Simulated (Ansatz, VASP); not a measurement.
# Cross-check of Cd2TeO between VASP and Ansatz, part 2 of 2

One calculation is typed for both programs; each brings its own data sets. How far apart do they land? The cell is invented: As first built, before any earlier steps moved the atoms (in the runner's words): it takes the CdTe structure with some of its atoms replaced by other elements, volume scaled by an estimate. It may not be a known or stable phase. The cell is taken from a series of VASP runs on this material, whose earlier steps may have relaxed, scaled or displaced it; both programs get it as it stands. Valence electrons are named where the data sets of a main pair hold unlike numbers.

VASP 6.6.1 and Ansatz 0.2.0.

So far. Step 2 (Ansatz: single point, BLYP): The run ends at a pressure of -0.39 GPa, with forces up to 0.021 eV/Å.

**5. VASP: band structure, BLYP, spin-orbit coupling**

Level of this step: BLYP, spin-orbit coupling; plane waves and PAW (Te, Cd, O); invented cell (VASP).

With cell and atoms fixed, the geometry can't cause a difference; cores, projectors, grids and the points listed under the comparison can.

Input file INCAR:

```
SYSTEM = Cd2TeO
PREC = Accurate
ENCUT = 520
EDIFF = 1E-06
NELM = 100
ISMEAR = -1
SIGMA = 0.05
LREAL = .FALSE.
ALGO = Normal
GGA = B5
ALDAX = 1
AGGAX = 1
AGGAC = 1
ALDAC = 0
LNONCOLLINEAR = .TRUE.
MAGMOM = 0 0 0 0 0 0 0 0 0 0 0 0
NBANDS = 48
GGA_COMPAT = .FALSE.
LASPH = .TRUE.
LSORBIT = .TRUE.
LORBIT = 11
LWAVE = .FALSE.
LCHARG = .FALSE.
KPAR = 2
```

Input file POSCAR:

```
Cd2TeO
1.0
    4.2550536862      0.0000000000      0.0000000000
    0.0000000000      4.2550536862      0.0000000000
    0.0000000000      0.0000000000      5.8821187959
Te Cd O
1 2 1
Direct
    0.0000000000      0.0000000000      0.5000000000
    0.0000000000      0.5000000000      0.1755364129
    0.5000000000      0.0000000000      0.8244635871
    0.5000000000      0.5000000000      0.0000000000
```

Input file KPOINTS:

```
Automatic mesh
0
Gamma
4 4 3
0 0 0
```

Input file KPOINTS_OPT:

```
Line mode
16
Line-mode
Reciprocal
  0.00000000   0.00000000   0.00000000 GAMMA
  0.00000000   0.50000000   0.00000000 X

  0.00000000   0.50000000   0.00000000 X
  0.50000000   0.50000000   0.00000000 M

  0.50000000   0.50000000   0.00000000 M
  0.00000000   0.00000000   0.00000000 GAMMA

  0.00000000   0.00000000   0.00000000 GAMMA
  0.00000000   0.00000000   0.50000000 Z

  0.00000000   0.00000000   0.50000000 Z
  0.00000000   0.50000000   0.50000000 R

  0.00000000   0.50000000   0.50000000 R
  0.50000000   0.50000000   0.50000000 A

  0.50000000   0.50000000   0.50000000 A
  0.00000000   0.00000000   0.50000000 Z

  0.00000000   0.50000000   0.00000000 X
  0.00000000   0.50000000   0.50000000 R

  0.50000000   0.50000000   0.00000000 M
  0.50000000   0.50000000   0.50000000 A
```

PAW data sets: Te, Cd and O (PBE family, release 64).

The run is started by

```sh
mpirun -np 2 vasp_ncl
```

Numbers of over 12 decimals in the logs are rounded to 6 here.

Output:

```text
[banner, memory and clock lines left out]
running    2 mpi-ranks, on    1 nodes
[...]
[... a notice as in an earlier step ...]

 LDA part: xc-table for (Slater(with rela. corr.)+VWN5), standard interpolation
 POSCAR, INCAR and KPOINTS ok, starting setup
[...]
entering main loop
       N       E                     dE             d eps       ncg     rms          rms(c)
DAV:   1     0.263325972285E+03    0.26333E+03   -0.17258E+04  1440   0.137E+03
DAV:   2     0.539885745238E+01   -0.25793E+03   -0.24805E+03  1592   0.349E+02
DAV:   3    -0.133192884501E+02   -0.18718E+02   -0.18520E+02  1704   0.922E+01
DAV:   4    -0.135679346290E+02   -0.24865E+00   -0.24842E+00  1600   0.100E+01
[...]
DAV:  13    -0.102989518717E+02   -0.11748E-05   -0.11819E-04  1616   0.894E-02    0.152E-02
DAV:  14    -0.102989547292E+02   -0.28576E-05   -0.14617E-05  1592   0.247E-02    0.863E-03
DAV:  15    -0.102989552903E+02   -0.56103E-06   -0.27121E-06  1336   0.938E-03
   1 F= -.10298955E+02 E0= -.10295646E+02  d E =-.661778E-02  mag=     0.0000    -0.0000    -0.0000
 Start KPOINTS_OPT (optional k-point list driver)
k-point batch [1-15\144]
       N       E                     dE             ncg
DAV:   1     0.154979609644E+04   -0.28586E+04     1440
DAV:   2    -0.220851185078E+04   -0.37583E+04     1608
DAV:   3    -0.246198104237E+04   -0.25347E+03     1696
DAV:   4    -0.246584700591E+04   -0.38660E+01     1584
DAV:   5    -0.246592564742E+04   -0.78642E-01     1728
DAV:   6    -0.246592771607E+04   -0.20686E-02     1672
DAV:   7    -0.246592776675E+04   -0.50687E-04     1744
DAV:   8    -0.246592776842E+04   -0.16694E-05     1176
DAV:   9    -0.246592776851E+04   -0.84446E-07     1016
[...]
k-point batch [136-144\144]
       N       E                     dE             ncg
DAV:   1     0.772146729660E+04   -0.99468E+04      864
DAV:   2     0.555943423941E+04   -0.21620E+04      952
DAV:   3     0.542134236191E+04   -0.13809E+03     1008
DAV:   4     0.541943524147E+04   -0.19071E+01      944
DAV:   5     0.541941054955E+04   -0.24692E-01     1048
DAV:   6     0.541940967774E+04   -0.87181E-03     1008
DAV:   7     0.541940966575E+04   -0.11991E-04     1016
DAV:   8     0.541940966533E+04   -0.42528E-06      744
```

OUTCAR, selected parts (step 5):

```text
  Total       -0.0039120     -0.0039120      0.1044915      0.0000000      0.0000000     -0.0000000
  in kB       -0.0588524     -0.0588524      1.5719831      0.0000000      0.0000000     -0.0000000
  external PRESSURE =       0.4847594 kB  Pullay stress =       0.0000000 kB

 POSITION                                       TOTAL-FORCE (eV/Angst)
 -----------------------------------------------------------------------------------
      0.00000      0.00000      2.94106         0.000000     -0.000000      0.000000
      0.00000      2.12753      1.03253         0.000000     -0.000000     -0.059845
      2.12753      0.00000      4.84959         0.000000     -0.000000      0.059845
      2.12753      2.12753      0.00000         0.000000      0.000000      0.000000
 -----------------------------------------------------------------------------------
    total drift:                                0.000000     -0.000000      0.000000

  FREE ENERGIE OF THE ION-ELECTRON SYSTEM (eV)
  ---------------------------------------------------
  free  energy   TOTEN  =       -10.2989552903 eV

  energy  without entropy=      -10.2923375137  energy(sigma->0) =      -10.29564640

 magnetization (x)
# of ion       s       p       d       tot
------------------------------------------
    1        0.000  -0.000   0.000  -0.000
    2        0.000   0.000   0.000   0.000
    3        0.000   0.000   0.000   0.000
    4        0.000   0.000   0.000   0.000
--------------------------------------------------
tot          0.000  -0.000   0.000  -0.000

 magnetization (y)
# of ion       s       p       d       tot
------------------------------------------
    1        0.000   0.000  -0.000   0.000
    2        0.000  -0.000  -0.000  -0.000
    3        0.000   0.000   0.000   0.000
    4        0.000   0.000   0.000   0.000
--------------------------------------------------
tot          0.000   0.000  -0.000   0.000

 magnetization (z)
# of ion       s       p       d       tot
------------------------------------------
    1       -0.000   0.000   0.000  -0.000
    2        0.000  -0.000  -0.000  -0.000
    3        0.000  -0.000  -0.000  -0.000
    4        0.000  -0.000   0.000  -0.000
--------------------------------------------------
tot         -0.000  -0.000  -0.000  -0.000

[... 1 part as in an earlier step ...]

[... 2 further parts left out ...]
[key lines of the parts left out:]
E-fermi :   2.1673
```

The run ends at a pressure of 0.05 GPa, with forces up to 0.060 eV/Å.

**6. Ansatz: band structure, BLYP, spin-orbit coupling**

The same cell, functional (in two slightly different forms), mesh and smearing now go to Ansatz, which takes its cutoff from its data sets.

The cell is taken from a series of VASP runs on this material, whose earlier steps may have relaxed, scaled or displaced it; both programs get it as it stands.

Input file input.yaml:

```yaml
crystal:
  lattice:
    - [4.2550536862, 0.0, 0.0]
    - [0.0, 4.2550536862, 0.0]
    - [0.0, 0.0, 5.8821187959]
  atoms:
    - { symbol: Te, position: [0.0, 0.0, 0.5] }
    - { symbol: Cd, position: [0.0, 0.5, 0.1755364129] }
    - { symbol: Cd, position: [0.5, 0.0, 0.8244635871] }
    - { symbol: O, position: [0.5, 0.5, 0.0] }
hamiltonian:
  xc: blyp
  pseudopotentials: { kind: paw_fr }
magnetization:
  noncollinear: true
  spin_orbit: true
kpoints:
  mp_grid: { grid: [4, 4, 3] }
  band_path:
    path:
      - [0.0, 0.0, 0.0]
      - [0.0, 0.13333, 0.0]
      - [0.0, 0.3, 0.0]
      - [0.0, 0.46667, 0.0]
      - [0.1, 0.5, 0.0]
      - [0.26667, 0.5, 0.0]
      - [0.43333, 0.5, 0.0]
      - [0.43333, 0.43333, 0.0]
      - [0.26667, 0.26667, 0.0]
      - [0.1, 0.1, 0.0]
      - [0.0, 0.0, 0.03333]
      - [0.0, 0.0, 0.2]
      - [0.0, 0.0, 0.36667]
      - [0.0, 0.0, 0.5]
      - [0.0, 0.16667, 0.5]
      - [0.0, 0.3, 0.5]
      - [0.0, 0.46667, 0.5]
      - [0.1, 0.5, 0.5]
      - [0.26667, 0.5, 0.5]
      - [0.43333, 0.5, 0.5]
      - [0.43333, 0.43333, 0.5]
      - [0.26667, 0.26667, 0.5]
      - [0.1, 0.1, 0.5]
      - [0.0, 0.5, 0.03333]
      - [0.0, 0.5, 0.2]
      - [0.0, 0.5, 0.36667]
      - [0.5, 0.5, 0.0]
      - [0.5, 0.5, 0.16667]
      - [0.5, 0.5, 0.33333]
      - [0.5, 0.5, 0.5]
    npoints: 1
scf:
  occupations: { method: fermi_dirac, width: 0.05 }
  n_extra_bands: 16
output:
  forces: true
  stress: true
  eigenvalues: true
```

The run is started by

```sh
ansatz run input.yaml --threads 2 --pin off --max-ram 4608MiB --backend cpu --events-out ev --progress --plain --runs-dir out
```

Output:

```text
[...]
non-collinear run that drives no moment, with spin-orbit: no starting moment large enough to seed its density (crystal.atoms[].spin), no starting occupations that ask for one, no magnetisation constraint and no magnetic field, so the semilocal B_xc is pinned to zero
Crystal: 4 atoms, lattice volume = 106.499 Å³
[...]
k-point 1: bands = [... 58 lower, 7.3467, 7.3467, 7.8815, 7.8815, 8.9696, 8.9696, 11.1597, 11.1597, ... 12 higher]
  k-point 2: bands = [... 58 lower, 6.7203, 6.7412, 7.7753, 7.7882, 8.4193, 8.4310, 11.4686, 11.5673, ... 12 higher]
  k-point 11: bands = [... 58 lower, 5.8168, 5.8168, 5.8405, 5.8405, 10.9326, 10.9326, 11.0263, 11.0263, ... 12 higher]
[key lines of the parts left out:]
SCF converged after 9 iterations
Magnetization: |M| = 0.0000 μB,  M = (+0.0000, +0.0000, +0.0000) μB
Free energy (F): -24114.933436 eV
Fermi energy:    8.004162 eV
P = ⅓ Tr σ = -0.3190 GPa (-3.190 kbar)
```

Wall time 28 s (2 threads of Arm Neoverse V2, shared host); peak memory 0.87 GiB.

**7. Comparison**

What differs besides the data sets and the points named for the pairs above, as far as they apply: spin-orbit coupling enters by fully relativistic files in Ansatz and inside the spheres in VASP; the data sets hold 62 valence electrons in Ansatz (on its fully relativistic PAW (standard-fr) files) and 36 in VASP. Total energies have different zeros and are not compared.

Both answers:

| quantity | Ansatz | VASP | difference |
| --- | --- | --- | --- |
| pressure (GPa) | -0.32 | 0.05 | -0.37 |
| pressure without Ansatz's Pulay correction (GPa) | -0.50 | 0.05 | -0.55 |

Forces (eV/Å; atoms numbered as in POSCAR):

| atom | Ansatz x, y, z | VASP x, y, z |
| --- | --- | --- |
| Te1 | 0.000, 0.000, 0.000 | 0.000, 0.000, 0.000 |
| Cd2 | 0.000, 0.000, -0.070 | 0.000, 0.000, -0.060 |
| Cd3 | 0.000, 0.000, 0.070 | 0.000, 0.000, 0.060 |
| O4 | 0.000, 0.000, 0.000 | 0.000, 0.000, 0.000 |

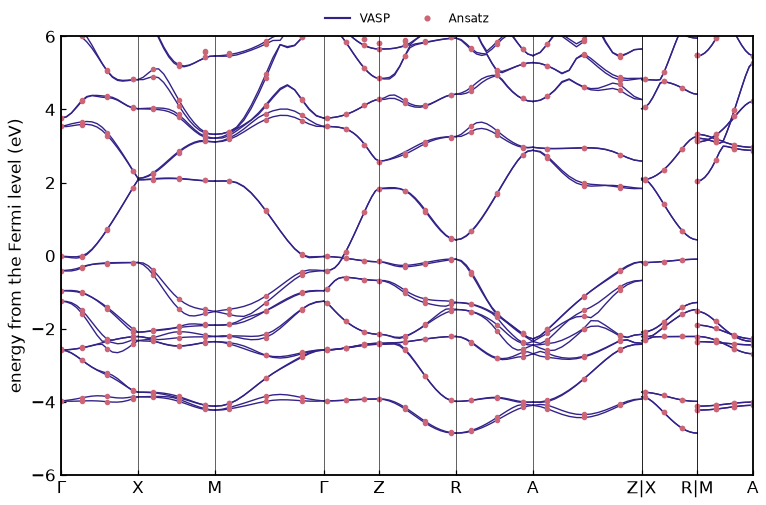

Bands from VASP (lines) and levels from Ansatz (dots). Dots without a line are higher empty bands that the VASP plot leaves out.

The forces differ by 4.1 meV/Å r.m.s., which is 16.7 % of the r.m.s. force of 0.024 eV/Å (both taken over all components). Levels from 3 eV below to 2 eV above the Fermi level differ by 8 meV r.m.s. and 21 meV at most; each VASP level is matched to the nearest of Ansatz, which flatters the figure a little. Ansatz's pressure holds a Pulay correction of 0.18 GPa; VASP's holds none.

**8. What came out**

```json
{"difference in pressure (single point, BLYP)": "-0.34 GPa", "r.m.s. difference of levels near the Fermi level (band structure, BLYP, spin-orbit coupling)": "7.9 meV"}
```

What this shows: The difference in pressure is -0.34 GPa (single point, BLYP), within the 1 GPa picked in this series as the mark of a large difference. The data sets hold unlike numbers of valence electrons (62 in Ansatz and 36 in VASP), so part of the differences comes from the potentials. How closely two codes agree says nothing of how well the functional describes the real material.

[Lines on the potential files, build, host, timing and source positions are cut from VASP's logs without a mark.]

[Logs are printed without paths, hosts, clocks, repeated set-up lines and the standing remarks that a program may print on its own settings, such as how far it seeks lower states.]

[Hosts, paths, dates, database ids (printed as entryN), source tags and the programs' standing remarks are cut or masked in the printed files.]
